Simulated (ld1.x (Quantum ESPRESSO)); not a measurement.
Ld1.x (Quantum ESPRESSO) 7.5 input:

```
 &input
   title='Au', zed=79., rel=0, dft='BLYP', iswitch=3,
   config='[Xe] 4f14 5d9 6s2 6p0'
 /
 &inputp
   pseudotype=3, lpaw=.true., tm=.true., lloc=-1, rcloc=1.80,
   nlcc=.true., new_core_ps=.true., rcore=1.50,
   which_augfun='BG', rmatch_augfun=1.95
 /
6
6S  1  0   2.00   0.00  2.05  2.30  0.0
6S  1  0   0.00   1.40  2.05  2.30  0.0
6P  2  1   0.00   0.00  2.55  2.95  0.0
6P  2  1   0.00   1.80  2.55  2.95  0.0
5D  3  2   9.00   0.00  1.95  2.45  0.0
5D  3  2   0.00   0.05  1.95  2.45  0.0
 &test
   configts(1)='5d9 6s2 6p0'
 /
```

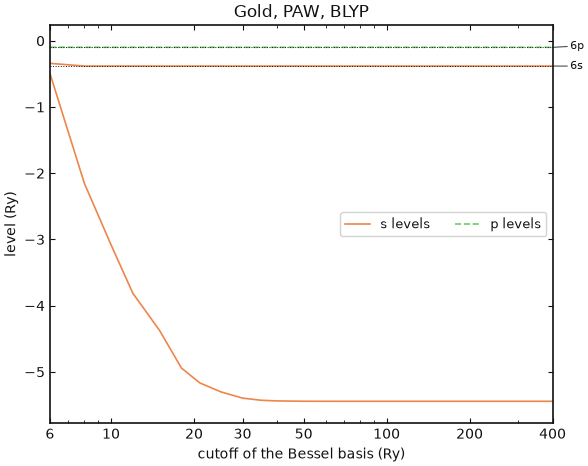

The pseudo-atom Hamiltonian at the reference potential is diagonalised in spherical Bessel functions (20 bohr box) up to the cutoff. Curves: the lowest levels of each channel that holds a bound state. Dotted lines: the all-electron valence levels.

Question: Check the spectrum for spurious states.

Answer: Ghost state below the valence levels: s at -74.1 eV (d not tested). A ghost is a curve that settles on no dotted line: a bound state with no counterpart among the valence levels. In Ry: s -5.44.

Question: From which cutoff on does the ghost show?

Answer: The lowest s curve lies clearly below the lowest valence level of its channel already at the lowest cutoff, 6 Ry, and ends at -5.44 Ry.

Question: Read the all-electron valence levels.

Answer: 6s: -0.38 Ry; 6p: -0.10 Ry.

The potential isn't sound: its overlap operator has a negative eigenvalue, -0.55.
